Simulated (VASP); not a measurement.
Band structure of Mg2Ge (antifluorite). All values below come from AM05 GGA, VASP's PBE PAW potentials (set 64) (plane waves; VASP).

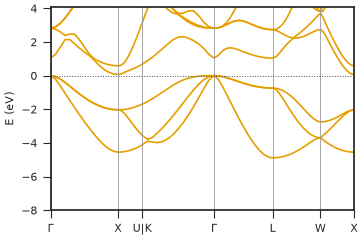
Figure. Bands along high-symmetry lines, zero at the valence-band maximum or, without a gap, the Fermi level

Task: Read the plot: is there a gap, and where are the band edges?

Result: The gap is indirect, 0.07 eV, from the valence maximum at Γ to the conduction minimum at X. (Edges off the drawn lines would not show.)

Measured: gap 0.74 eV (computed value off by -0.67 eV), as given by Byungki Ryu et al., Journal of the Korean Physical Society (2019), arXiv:1905.06140.

The compound is Mg2Ge in the antifluorite structure. It was relaxed first.
